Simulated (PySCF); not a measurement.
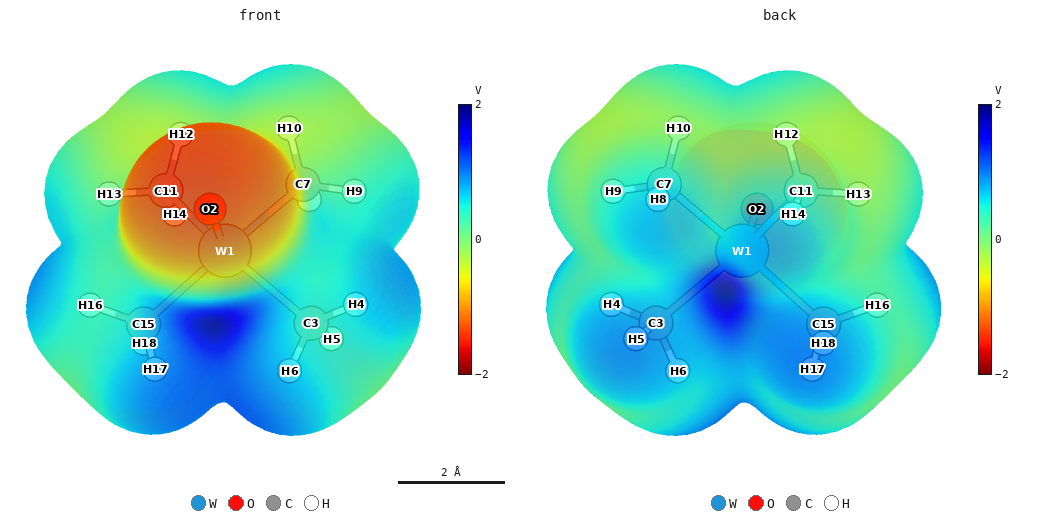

Figure. C$_{4}$H$_{12}$OW (WOMe4). The electrostatic potential painted on the density surface at 0.002 e/bohr³, seen from the front and from behind; the colour scale runs from red (negative) to blue (positive).

Geometry: PBE0-D3(BJ)/def2-SVP; core potentials replace the inner electrons of W.

Level of theory: PBE0/def2-SVPD, SCF density, gas phase, scalar-relativistic core potentials on the heavy atoms (PySCF).

```xyz
18

W     0.1451   -0.1220    0.6347
O     0.0407   -0.0194    2.3242
C     2.1042    0.1317   -0.1549
H     2.6856    0.8847    0.3988
H     2.1557    0.3595   -1.2308
H     2.5950   -0.8474    0.0264
C    -0.0450    1.9358   -0.0314
H    -0.1992    1.9909   -1.1207
H     0.8850    2.4708    0.2202
H    -0.8807    2.4520    0.4598
C    -1.9013    0.0613   -0.0944
H    -2.4016    0.9852    0.2224
H    -2.4890   -0.7954    0.2708
H    -1.9032    0.0317   -1.1966
C    -0.2037   -2.0924   -0.0880
H    -1.0086   -2.6203    0.4444
H     0.7432   -2.6155    0.1643
H    -0.3786   -2.1744   -1.1716
```

**Describe the electrostatic potential map.**

The most negative region (about −1.4 V, or −32 kcal/mol for a unit charge) lies over O2, the most positive (about +1.7 V, or +39 kcal/mol for a unit charge) over W1. O2 is the likeliest acceptor of a hydrogen bond.

**How polar is the molecule by this calculation?**

Its dipole moment is 2.57 D.
